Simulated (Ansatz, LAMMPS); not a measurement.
## Glassy 63SiO2-22Al2O3-15ZnO (mol %) (89 atoms) in motion

Aim: follow glassy 63SiO2-22Al2O3-15ZnO (mol %) (89 atoms) for a short time with forces from DFT, then look at structure and electrons in the last frame.

Calculated with Ansatz 0.2.0; Kohn-Sham DFT, PBE, PAW (set soft_2), plane waves.

### Step 1. The starting structure

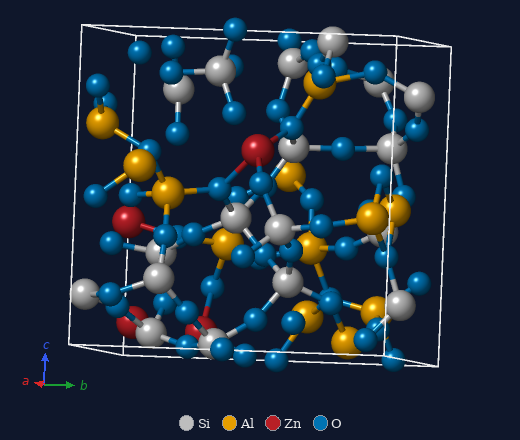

The starting structure, seen slightly off an axis (silicon light grey, aluminium orange, zinc red, oxygen blue). Bonds to atoms that aren't drawn are left out. Some periodic images of atoms are drawn too.

The cell holds 89 atoms: 17 Si, 12 Al, 4 Zn and 56 O. Cell: a = 10.358 Å, b = 10.358 Å, c = 10.358 Å, α = 90.0°, β = 90.0°, γ = 90.0°. 89 atoms (17 Si, 12 Al, 4 Zn, 56 O) placed at random at 2.7 g/cm³, melted at 4000 K for 10 ps at fixed volume with the Morse and Coulomb pair potential with partial charges (Pedone, Malavasi, Menziani, Cormack and Segre, J. Phys. Chem. B 110, 11780 (2006)). Quenched from 4000 K to 300 K at 20 K/ps and fixed volume, held 10 ps at zero pressure, then minimised at fixed cell.

Before any run, some limits are plain. The quench rate of 20 K/ps far exceeds what a furnace or splat quench reaches, so expect more defects and frozen-in strain than in a real sample. The starting topology of bonds comes from the classical model. The Brillouin zone is sampled at Γ only, in a cell whose shortest periodic width is 10 Å.

### Step 2. Single point at the start

The forces at the start show how far the geometry lies from a minimum of this functional.

Contents of input.yaml:

```yaml
crystal:
  lattice:
    - [10.35762, 0.0, 0.0]
    - [0.0, 10.35762, 0.0]
    - [0.0, 0.0, 10.35762]
  atoms:
    - { symbol: Si, position: [0.09202, 0.79256, 0.88016] }
    - { symbol: Si, position: [0.93826, 0.43476, 0.87249] }
    - { symbol: Si, position: [0.38687, 0.87363, 0.40359] }
    - { symbol: Si, position: [0.87759, 0.63336, 0.38538] }
    [... 79 atom lines left out ...]
    - { symbol: O, position: [0.62633, 0.11245, 0.48394] }
    - { symbol: O, position: [0.79177, 0.93443, 0.56573] }
    - { symbol: O, position: [0.95589, 0.5329, 0.2959] }
    - { symbol: O, position: [0.83034, 0.20146, 0.61756] }
    - { symbol: O, position: [0.77664, 0.4422, 0.89277] }
    - { symbol: O, position: [0.16289, 0.86094, 0.75996] }
kpoints:
  mp_grid: { grid: [1, 1, 1] }
hamiltonian:
  xc: pbe
scf:
  occupations: { method: fixed }
output:
  forces: true
  stress: true
```

Command:

```console
$ ansatz run input.yaml --threads 4 --pin off --max-ram 8192MiB --backend cpu --events-out ev --progress --plain --runs-dir out
```

Elapsed: 7.7 s, on 4 threads of Arm Neoverse V2, shared host; peak memory 1.3 GiB.

The run gave:

| Quantity | Value |
| --- | --- |
| free energy | -62399.2259 eV |
| free energy per atom | -701.1149 eV/atom |
| SCF cycles | 10 |
| pressure | 7.719 GPa |
| r.m.s. force component | 0.7704 eV/Å |
| longest force | 3.245 eV/Å |
| Fermi energy | 4.226 eV |

The r.m.s. force component of 0.77 eV/Å and the pressure of 7.7 GPa set the starting point.

Length of the force by element:

```
element  coordination  atoms  mean length of the force (eV/Å)  spread  least  most
     Al           all     12                             1.00   0.269  0.473  1.32
      O           all     56                             1.09   0.517  0.143  3.06
     Si           all     17                             1.77   0.657  0.783  3.24
     Zn           all      4                            0.708   0.410  0.337  1.40
```

### Step 3. Dynamics at 300 K

A Langevin thermostat couples each atom to a heat bath, at the price of damped dynamics. The time step is 1.0 fs.

Changes to input.yaml since step 2:

```diff
@@ -16 +16,8 @@
   stress: true
+md:
+  timestep: 1.0
+  n_steps: 364
+  ensemble: nvt_langevin
+  temperature: 300
+  initial_velocities: maxwell_boltzmann
+  seed: 9935
```

The job ended after 34 min (4 threads; peak memory 1.4 GiB; 2.2 h of CPU time).

The program notes that the SCF threshold is loose for the stress and it switched symmetry off.

Rows from the run:

```
time (fs)  T (K)  potential (meV/atom)
      0.0    297                   0.0
     24.0    281                  -0.8
     49.0    293                   2.0
     73.0    266                  -1.6
     97.0    307                  -3.0
    121.0    308                  -3.6
    146.0    318                  -6.0
    170.0    280                   2.4
    194.0    297                  -5.3
    218.0    285                  -1.6
    243.0    298                  -5.1
    267.0    267                   0.8
    291.0    328                   1.1
    315.0    331                   1.8
    340.0    305                   1.6
    364.0    296                   2.8
```

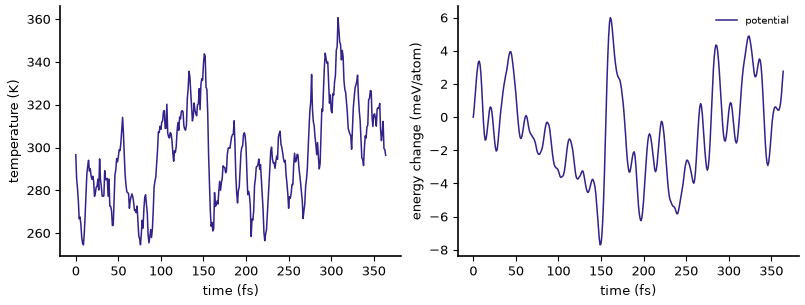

Temperature and energies against time.

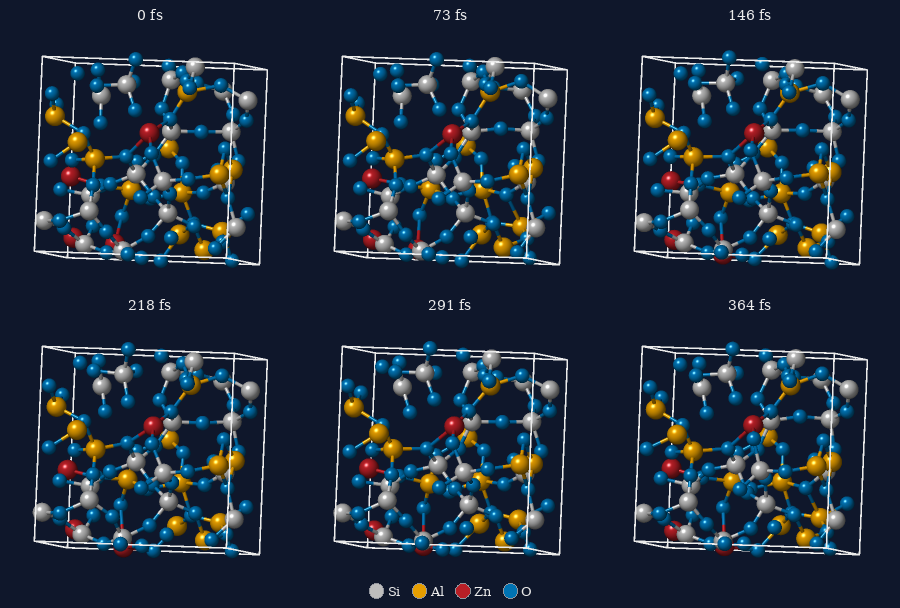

6 frames of the run. Bonds to atoms that aren't drawn are left out.

Mean square displacement from the first frame to the last: Si 0.022 Å², Al 0.034 Å², Zn 0.20 Å², O 0.054 Å².

Mean square displacement against time lag:

```
time lag (fs)  Al (Å²)   O (Å²)  Si (Å²)  Zn (Å²)
          1.0   2.8e-5   4.5e-5   2.7e-5   1.1e-5
         16.0  0.00576  0.00861  0.00485  0.00272
         31.0   0.0141   0.0203  0.00992  0.00918
         53.0   0.0218   0.0346   0.0151   0.0223
         68.0   0.0246   0.0398   0.0174   0.0325
         83.0   0.0252   0.0423   0.0184   0.0432
         99.0   0.0255   0.0444   0.0196   0.0544
        114.0   0.0264   0.0467   0.0208   0.0646
        129.0   0.0267   0.0490   0.0218   0.0742
        151.0   0.0265   0.0517   0.0237   0.0850
        166.0   0.0266   0.0514   0.0236   0.0887
        182.0   0.0255   0.0496   0.0229   0.0906
```

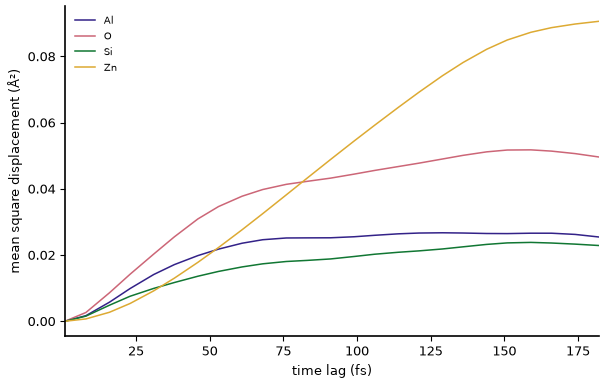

Mean square displacement against time lag.

Over the second half of 364 fs the temperature averages 303 K with swings of 21 K r.m.s. From first frame to last Zn has the largest mean square displacement, 0.20 Å² at the end; the farthest move is 0.82 Å. The count of bonds goes from 131 in the first frame to 132 in the last, by one set of cutoffs: 2 pairs passed out of them and 3 came within. The run spans 0.36 ps, too short for its means to be equilibrium values.

### Step 4. Distances and neighbours late in the run

The g(r) is a mean over the second half; what follows it is taken at the last frame.

Bonds before and after, by the cutoffs listed below:

```
pair  bonds before  bonds after  mean before (Å)  mean after (Å)  spread before (Å)  spread after (Å)
O-Si            68           68            1.616           1.635              0.041             0.040
O-Al            48           49            1.761           1.796              0.068             0.086
O-Zn            15           15            2.005           2.021              0.118             0.134
```

Density 2.93 g/cm³, 12.48 Å³ an atom.

Mean of 14 frames. g(r), total and by pair (bins of 0.2 Å):

```
r (Å)  total   O-O  O-Si  O-Al  O-Zn  Si-Si  Si-Al
 1.50   0.57  0.00  2.38  0.04  0.00   0.00   0.00
 1.70   3.31  0.00  9.46  6.10  0.09   0.00   0.00
 1.90   0.93  0.00  0.00  3.79  5.14   0.00   0.00
 2.10   0.12  0.00  0.00  0.07  1.84   0.00   0.00
 2.30   0.03  0.03  0.00  0.04  0.22   0.00   0.00
 2.50   0.63  1.54  0.00  0.05  0.25   0.00   0.00
 2.70   1.41  3.25  0.03  0.20  0.30   0.14   0.22
 2.90   1.25  2.07  0.23  0.50  0.61   2.19   1.52
 3.10   1.18  1.29  0.46  0.51  0.78   3.58   2.09
 3.30   1.01  0.77  0.91  0.89  1.09   1.26   1.96
 3.50   0.89  0.59  1.31  1.42  0.77   0.00   0.36
 3.70   0.90  0.61  1.25  1.31  1.03   0.36   0.97
 3.90   0.97  0.56  1.65  1.00  1.30   0.70   1.27
 4.10   1.15  0.62  1.79  1.42  1.67   0.84   1.35
 4.30   1.14  0.67  1.51  1.76  1.61   0.96   0.95
 4.50   1.00  0.93  0.89  1.38  1.33   1.25   0.71
 4.70   1.06  1.38  0.65  0.93  0.73   1.54   1.16
 4.90   0.99  1.29  0.73  0.64  0.64   0.86   1.45
 5.10   0.96  1.38  0.57  0.73  0.56   0.76   1.11
```

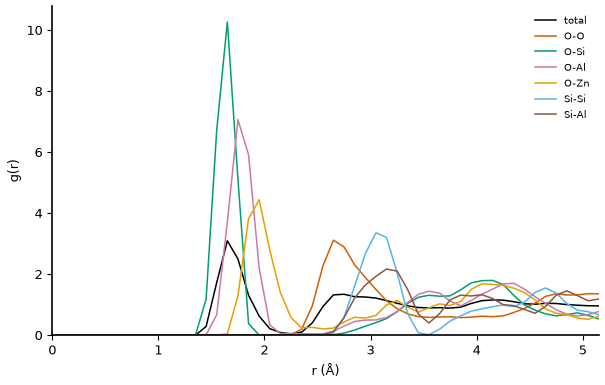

Pair distribution functions, lightly smoothed.

Bonds by pair of elements; cutoffs follow the first minimum of g(r), held within bounds set by covalent radii, and pairs that aren't listed don't count as bonded:

```
pair A-B  cutoff (Å)  bonds  mean length (Å)  spread (Å)  shortest (Å)  B about A  A about B
    O-Si        2.12     68             1.64        0.04          1.56       1.21          4
    O-Al        2.23     49             1.80       0.086          1.58      0.875       4.08
    O-Zn        2.38     15             2.02       0.134          1.87      0.268       3.75
```

How many atoms have how many bonded neighbours:

```
element  mean   2   3   4  5
     Al  4.08   0   0  11  1
      O  2.36  36  20   0  0
     Si     4   0   0  17  0
     Zn  3.75   0   2   1  1
```

Bond angles, per cent of each kind in bins of 5°:

```
angle (°)  O-Si-O  O-Al-O  Al-O-Si  O-Zn-O  Si-O-Si
    65–70     0.0     0.0      0.0     4.5      0.0
    70–75     0.0     0.0      0.0     4.5      0.0
    75–80     0.0     2.6      0.0     4.5      0.0
    80–85     0.0     2.6      0.0     0.0      0.0
    85–90     0.0     5.3      0.0     0.0      0.0
    90–95     1.0     7.9      0.0    13.6      0.0
   95–100     3.9     5.3      0.0     9.1      0.0
  100–105    25.5    14.5      0.0     4.5      0.0
  105–110    28.4    17.1      3.9    18.2      0.0
  110–115    20.6    15.8      7.7     9.1      0.0
  115–120    13.7    11.8      7.7     4.5      9.1
  120–125     5.9     6.6     11.5     9.1      4.5
  125–130     1.0     4.0     23.1     0.0      9.1
  130–135     0.0     2.6     19.2     0.0      9.1
  135–140     0.0     1.3      7.7     0.0     13.6
  140–145     0.0     1.3      3.9     4.5     18.2
  145–150     0.0     0.0      0.0     4.5     13.6
  150–155     0.0     0.0      3.9     4.5      0.0
  155–160     0.0     0.0      7.7     0.0      9.1
  160–165     0.0     0.0      3.9     0.0      4.5
  165–170     0.0     0.0      0.0     0.0      9.1
  170–175     0.0     1.3      0.0     4.5      0.0
```

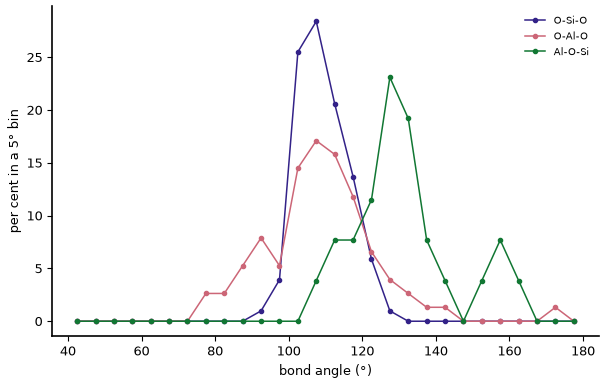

Distributions of the most common bond angles.

Bond angles (no mean is given where the spread exceeds 20°):

```
  angle  count  mean (°)  spread (°)
 O-Si-O    102       109         6.8
 O-Al-O     76       109        15.2
Al-O-Si     26       131        13.8
 O-Zn-O     22         -           -
Si-O-Si     22       142        14.2
```

Oxygen atoms by the number of network formers (Si, P, Ge, B, Al, As, Ga) bound to them:

```
network formers bound to O  O atoms  per cent
                         0        0         0
                         1        3       5.4
                         2       45      80.4
                         3        8      14.3
```

Network units: each former by its oxygen neighbours and how many of them bridge to another former:

```
former  O neighbours  bridging O  atoms
    Si             4           3      2
    Si             4           4     15
    Al             4           4     11
    Al             5           4      1
```

Bond length by coordination (bonds to H left out):

```
element  coordination  atoms  mean bond length (Å)
     Al             4     11                  1.79
     Al             5      1                  1.86
      O             2     36                  1.66
      O             3     20                  1.83
     Zn             3      2                  1.98
     Zn             4      1                  2.03
     Zn             5      1                  2.06
```

Rings of the network by King's shortest-path rule, up to 12 atoms, one path for each pair of neighbours; H, halogens, alkali and alkaline-earth atoms are left out, and the last column divides by all other atoms, bonded or not:

```
ring size (atoms)  rings  per network atom
                4      6             0.067
                6     11             0.124
                8     20             0.225
               10     28             0.315
               12     21             0.236
```

First main peaks of g(r), for some of the pairs, lie near 2.7 Å (O-O), 1.6 Å (O-Si), 1.8 Å (O-Al), 1.9 Å (O-Zn), 3.1 Å (Si-Si) and 3.1 Å (Si-Al). By these cutoffs 92 % of Al atoms have 4, 64 % of O atoms have 2, all Si atoms have 4 and 50 % of Zn atoms have 3 bonded neighbours. The O-Si-O angle averages 109° with a spread of 7°. Counting bonds to Si and Al alone, not to Zn, 80 % of the oxygens join two of these atoms and 5 % one; 14 % join three. The commonest Si unit has 4 oxygens, 4 of them shared with other formers (15 of 17 atoms). Rings of 10 atoms are the most common (33 % of those counted); sizes run from 4 to 12, where the search stops.

### Step 5. Single point at the last frame

The last frame is solved again with fuller output, to read the electronic structure of a thermally displaced geometry.

Contents of input.yaml:

```yaml
crystal:
  lattice:
    - [10.35762, 0.0, 0.0]
    - [0.0, 10.35762, 0.0]
    - [0.0, 0.0, 10.35762]
  atoms:
    - { symbol: Si, position: [0.0981, 0.78386, 0.88889] }
    - { symbol: Si, position: [0.92821, 0.43359, 0.87767] }
    - { symbol: Si, position: [0.37691, 0.8748, 0.41108] }
    - { symbol: Si, position: [0.8683, 0.61758, 0.38845] }
    [... 79 atom lines left out ...]
    - { symbol: O, position: [0.60483, 0.1086, 0.47334] }
    - { symbol: O, position: [0.79234, 0.92706, 0.55547] }
    - { symbol: O, position: [0.94098, 0.52815, 0.28662] }
    - { symbol: O, position: [0.82171, 0.19605, 0.60796] }
    - { symbol: O, position: [0.76877, 0.45756, 0.88684] }
    - { symbol: O, position: [0.1702, 0.86274, 0.76726] }
kpoints:
  mp_grid: { grid: [1, 1, 1] }
hamiltonian:
  xc: pbe
scf:
  occupations: { method: fixed }
output:
  forces: true
  stress: true
  populations: true
  dos:
    method: { smearing: { sigma: 0.1 } }
    de: 0.1
    projected: { site_lists: { Al: [Al], O: [O], Si: [Si], Zn: [Zn] } }
  eigenvalues: true
  write_density: true
  write_potential: true
  volumetric_format: npy
  elf: true
```

The job ended after 13 s (4 threads; peak memory 1.4 GiB).

The program notes that the exchange-correlation potential is rough where the density is thin.

The run gave:

| Item | Value |
| --- | --- |
| free energy | -62398.9792 eV |
| free energy per atom | -701.1121 eV/atom |
| SCF cycles | 10 |
| pressure | 3.568 GPa |
| r.m.s. force component | 0.8636 eV/Å |
| longest force | 4.249 eV/Å |
| Fermi energy | 4.011 eV |
| gap (highest filled to lowest empty level) | 3.272 eV |
| spilling of the projection | 0.01125 |

Neighbours are counted within 2.12 Å (O-Si), 2.23 Å (O-Al), 2.38 Å (O-Zn), the cutoffs taken from the dynamics.

Length of the force by element and coordination:

```
element  coordination  atoms  mean length of the force (eV/Å)  spread  least   most
     Al           all     12                             1.38   0.974  0.355   4.25
     Al             4     11                             1.37    1.02  0.355   4.25
     Al             5      1                             1.56       0   1.56   1.56
      O           all     56                             1.21   0.595  0.384   3.31
      O             2     36                             1.27   0.644  0.384   3.31
      O             3     20                             1.10   0.474  0.401   1.99
     Si           all     17                             1.78   0.548  0.677   2.57
     Zn           all      4                            0.909   0.422  0.449   1.60
     Zn             3      2                            0.613   0.164  0.449  0.777
     Zn             4      1                             1.60       0   1.60   1.60
     Zn             5      1                            0.815       0  0.815  0.815
```

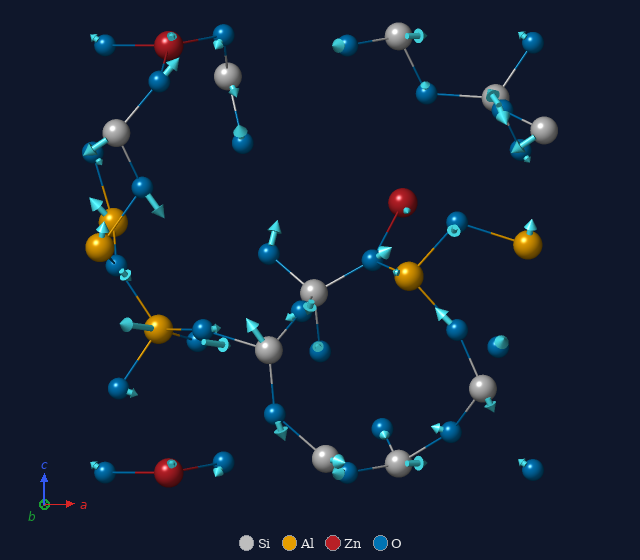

Forces as arrows; the longest in the cell is 4.25 eV/Å. Drawn is a slice 4 Å thick, seen along the normal of the ac plane. Bonds to atoms that aren't drawn are left out.

Löwdin charges by element and coordination (they lack the spilled electrons, 0.062 e an atom on average):

```
element  coordination  atoms  mean charge (e)  spread   least    most
     Al           all     12             1.35  0.0372    1.24    1.39
     Al             4     11             1.36  0.0204    1.32    1.39
     Al             5      1             1.24       0    1.24    1.24
      O           all     56           -0.827  0.0567   -1.02  -0.730
      O             2     36           -0.809  0.0452  -0.902  -0.730
      O             3     20           -0.861  0.0594   -1.02  -0.776
     Si           all     17             1.74  0.0331    1.68    1.79
     Zn           all      4             1.51  0.0196    1.49    1.54
     Zn             3      2             1.51  0.0155    1.49    1.52
     Zn             4      1             1.50       0    1.50    1.50
     Zn             5      1             1.54       0    1.54    1.54
```

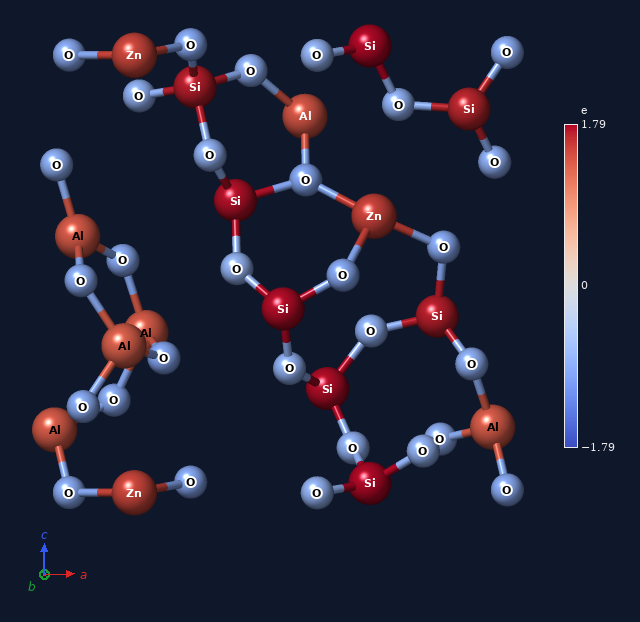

Atoms coloured by Löwdin charge. Drawn is a slice 4 Å thick, seen along the normal of the ac plane.

Density of states as counts of states in windows of 1 eV (from the Fermi level), total and the larger projections:

```
from (eV)  to (eV)  total   O p  Zn d  Si p
      -14      -11    0.0   0.0   0.0   0.0
      -11      -10    0.4   0.3   0.0   0.0
      -10       -9    5.9   3.9   0.0   0.2
       -9       -8   11.7   8.0   0.1   0.8
       -8       -7   15.0  10.3   0.7   1.4
       -7       -6   31.3  20.2   4.9   3.3
       -6       -5   49.4  25.4  17.1   3.1
       -5       -4   51.6  33.3  10.5   2.6
       -4       -3   53.6  43.8   3.3   1.8
       -3       -2   61.0  54.9   1.5   1.2
       -2       -1   58.3  54.1   1.0   0.7
       -1        0   35.5  33.1   0.7   0.3
        0        1    2.2   2.1   0.0   0.0
        1        3    0.0   0.0   0.0   0.0
        3        4    2.1   0.1   0.0   0.0
        4        5    3.9   0.7   0.0   0.2
```

With fixed occupations the program's Fermi level is the highest filled level; weight inside the gap is the broadening of levels at its edges.

Between -21 and -14 eV lie 112 more states.

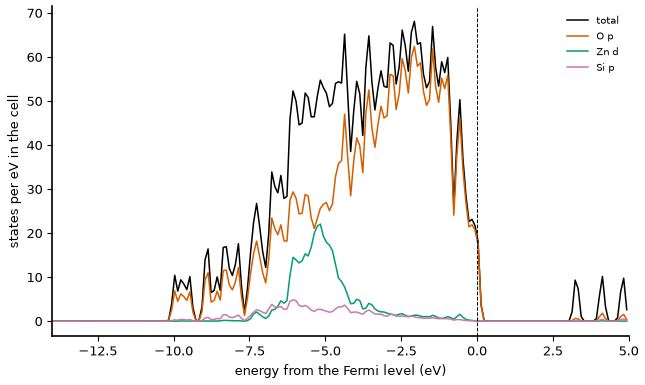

Total and projected density of states, with the broadening of the input.

The levels nearest the highest filled one (over half full), pooled over k-points and spins:

```
level less the highest filled one (eV)  occupation
                                -0.370           2
                                -0.349           2
                                -0.199           2
                                -0.174           2
                                -0.014           2
                                     0           2
                                  3.27           0
                                  4.12           0
                                  4.81           0
                                  5.23           0
                                  5.55           0
                                  5.71           0
```

Mean Löwdin charges: Al +1.35, O -0.83, Si +1.74, Zn +1.51 e (they miss 1.1 % of the electrons, so they add up to more than the cell's charge).

### Step 6. Outcome

* mean temperature, second half: 302.9 K
* temperature swing, second half: 21.27 K
* mean pressure, second half: 3.931 GPa
* free energy per atom: -701.1121 eV/atom
* pressure: 3.568 GPa
* r.m.s. force component: 0.8636 eV/Å
* gap (highest filled to lowest empty level): 3.272 eV
* wall time of the 3 DFT runs: 34 min

What this shows: Over the second half of 364 fs the temperature averages 303 K with swings of 21 K r.m.s. The count of bonds goes from 131 in the first frame to 132 in the last, by one set of cutoffs: 2 pairs passed out of them and 3 came within. The run spans 0.36 ps, too short for its means to be equilibrium values. By these cutoffs 92 % of Al atoms have 4, 64 % of O atoms have 2, all Si atoms have 4 and 50 % of Zn atoms have 3 bonded neighbours. Counting bonds to Si and Al alone, not to Zn, 80 % of the oxygens join two of these atoms and 5 % one; 14 % join three. Between filled and empty levels lie 3.27 eV (at Γ alone); a semilocal functional tends to put such gaps too low. In a disordered cell it changes from sample to sample, and tail or defect levels can set it.

**Limits.** The network of bonds at the start is that of the classical potential that made the cell; in DFT 2 of its 131 bonded pairs passed out of the cutoffs and 3 came within them. The stress is far from hydrostatic: its diagonal is 5.6, 3.9, 1.2 GPa, compression counted positive. The pressure of 3.6 GPa is that of one thermal frame at a volume set beforehand, without the kinetic term.

[Logs are printed without paths, hosts, clocks, repeated set-up lines and the standing remarks that a program may print on its own settings, such as how far it seeks lower states.]

[Hosts, paths, dates, database ids (printed as entryN), source tags and the programs' standing remarks are cut or masked in the printed files.]
